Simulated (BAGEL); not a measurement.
# B3LYP/aug-cc-pVTZ (density fitting with qzvpp-jkfit) run of NO+ (nitrosonium)

Aim: the energy change on altering one bond length of NO+ (nitrosonium) at B3LYP/aug-cc-pVTZ (density fitting with qzvpp-jkfit), from 2 runs. 

The results are computed with BAGEL 1.2.2.

2 further runs of the same task are left out: 2 set aside as unsound or not needed. Runs told in other sessions of the task aren't counted.

### 1 The molecule

The species is NO+ (2 atoms), meant as a singlet with charge +1. SMILES: `N#[O+]`. The bond length is the measured one.

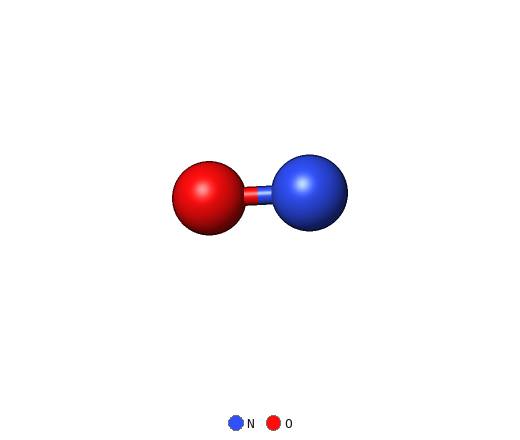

The structure, seen from a chosen angle (nitrogen blue, oxygen red).

### 2 The energy at B3LYP/aug-cc-pVTZ (density fitting with qzvpp-jkfit)

input.json reads:

```json
{ "bagel": [

{
  "title": "molecule",
  "basis": "aug-cc-pvtz.json",
  "df_basis": "qzvpp-jkfit",
  "angstrom": true,
  "geometry": [
    { "atom": "N", "xyz": [    0.000000,    0.000000,    0.000000 ] },
    { "atom": "O", "xyz": [    0.000000,    0.000000,    1.063220 ] }
  ]
},
{
  "title": "ks",
  "xc_func": "b3lyp",
  "charge": 1
},
{
  "title": "print",
  "file": "orbitals.molden",
  "orbitals": true
}

]}
```

The basis set aug-cc-pVTZ is read from a file made from the Basis Set Exchange's data (not shown).

The run is started by

```
$ BAGEL_NUM_THREADS=1 BAGEL input.json > input.out
```

The log of the run:

```text
* using 1 threads per process

  ===============================================================
  ===============================================================

  *** Geometry ***

  { "atom" : "N", "xyz" : [      0.000000,      0.000000,      0.000000 ] },
  { "atom" : "O", "xyz" : [      0.000000,      0.000000,      2.009195 ] },

  Number of auxiliary basis functions:      154

  Since a DF basis is specified, we compute 2- and 3-index integrals:
    o Being stored without compression. Storage requirement is 0.010 GB

  Number of basis functions:       92
  Number of electrons      :       15

    * METHOD: MOLECULE                             0.07

  *** Kohn-Sham DFT ***

    * Removing 2041 points whose weight is below 1.00e-10
    * Grid points: 27771

  === Nuclear Repulsion ===
    27.8718645224

       - DIIS with orbital gradients will be used.

  === KS iteration (b3lyp / aug-cc-pvtz.json) ===
      0       -110.23407615          0.14031505           0.12
      1       -114.99097481          0.21693227           0.11
      2       -115.48797594          0.13978268           0.10
      3       -124.43537483          0.12862253           0.10
      4       -128.75015796          0.07051737           0.10
      5       -127.48990702          0.10112463           0.10
      6       -127.76753612          0.09563151           0.10
      7       -128.53433789          0.08009668           0.13
      8       -129.57487891          0.00903429           0.11
      9       -129.58637808          0.00223552           0.11
     10       -129.58719814          0.00009137           0.11
     11       -129.58720025          0.00005961           0.11
     12       -129.58720086          0.00000112           0.11
     13       -129.58720086          0.00000013           0.11
     14       -129.58720086          0.00000003           0.09
     15       -129.58720086          0.00000000           0.09
    * SCF iteration converged.

    * Permanent dipole moment:
           (   -0.000000,    -0.000000,     0.153904) a.u.

    * METHOD: KS                                   1.91

    * METHOD: PRINT                                0.02

  ===============================================================
```

It took 2.3 s on 1 thread of Intel Xeon Platinum 8259CL at 2.50GHz (Skylake/Cascade Lake), shared host; peak memory 0.16 GiB.

### 3 The distorted shape, same level

calc.json reads:

```json
{ "bagel" : [

{
  "title" : "molecule",
  "basis" : "aug-cc-pvtz.json",
  "df_basis" : "qzvpp-jkfit",
  "angstrom" : "true",
  "geometry" : [
    { "atom" : "N", "xyz" : [       0.000000,       0.000000,      -0.159480 ] },
    { "atom" : "O", "xyz" : [       0.000000,       0.000000,       1.063220 ] }
  ]
},

{
  "title" : "ks",
  "xc_func" : "b3lyp",
  "charge" : 1
},

{
  "title" : "print",
  "file" : "orbitals.molden",
  "orbitals" : "true"
}

]}
```

The basis set aug-cc-pVTZ is read from a file made from the Basis Set Exchange's data (not shown).

The run is started by

```
$ BAGEL_NUM_THREADS=1 BAGEL calc.json > calc.out
```

The log of the run:

```text
* using 1 threads per process

  ===============================================================
  ===============================================================

  *** Geometry ***

  { "atom" : "N", "xyz" : [      0.000000,      0.000000,     -0.301374 ] },
  { "atom" : "O", "xyz" : [      0.000000,      0.000000,      2.009195 ] },

  Number of auxiliary basis functions:      154

  Since a DF basis is specified, we compute 2- and 3-index integrals:
    o Being stored without compression. Storage requirement is 0.010 GB

  Number of basis functions:       92
  Number of electrons      :       15

    * METHOD: MOLECULE                             0.07

  *** Kohn-Sham DFT ***

    * Removing 1845 points whose weight is below 1.00e-10
    * Grid points: 27967

  === Nuclear Repulsion ===
    24.2364633986

       - DIIS with orbital gradients will be used.

  === KS iteration (b3lyp / aug-cc-pvtz.json) ===
      0       -110.98097134          0.12474942           0.13
      1       -114.32592804          0.18548334           0.12
      2       -114.22898303          0.12728780           0.11
      3       -123.39825837          0.12135001           0.11
      4       -128.88357823          0.05942594           0.11
      5       -126.01792473          0.11277116           0.11
      6       -127.96469383          0.08953996           0.15
      7       -126.19838244          0.11257985           0.10
      8       -129.06713336          0.04750807           0.10
      9       -129.44135704          0.02389977           0.10
     10       -129.52852541          0.00361514           0.10
     11       -129.53063722          0.00025270           0.10
     12       -129.53064772          0.00005023           0.10
     13       -129.53064810          0.00000657           0.10
     14       -129.53064811          0.00000046           0.10
     15       -129.53064811          0.00000002           0.10
     16       -129.53064811          0.00000000           0.10
    * SCF iteration converged.

    * Permanent dipole moment:
           (   -0.000000,    -0.000000,     0.291925) a.u.

    * METHOD: KS                                   2.05

    * METHOD: PRINT                                0.02

  ===============================================================
```

It took 2.5 s on 1 thread of Intel Xeon Platinum 8259CL at 2.50GHz (Skylake/Cascade Lake), shared host; peak memory 0.16 GiB.

### 4 Outcome

Level: B3LYP/aug-cc-pVTZ (density fitting with qzvpp-jkfit).

```
                                                         quantity          value
                                        first shape: total energy  -129.58720 Eh
                                         first shape: HOMO energy      -25.02 eV
                                         first shape: LUMO energy      -13.46 eV
                                       first shape: HOMO–LUMO gap       11.56 eV
                                    distorted shape: total energy  -129.53065 Eh
                                     distorted shape: HOMO energy      -24.64 eV
                                     distorted shape: LUMO energy      -15.12 eV
                                   distorted shape: HOMO–LUMO gap        9.52 eV
energy change with the N1–O2 bond stretched from 1.063 to 1.223 Å       1.539 eV
```

What this shows: With the N1–O2 bond stretched from 1.063 to 1.223 Å the energy rises by 1.54 eV (148 kJ/mol). The first shape isn't relaxed at this level, so the change isn't measured from a minimum.
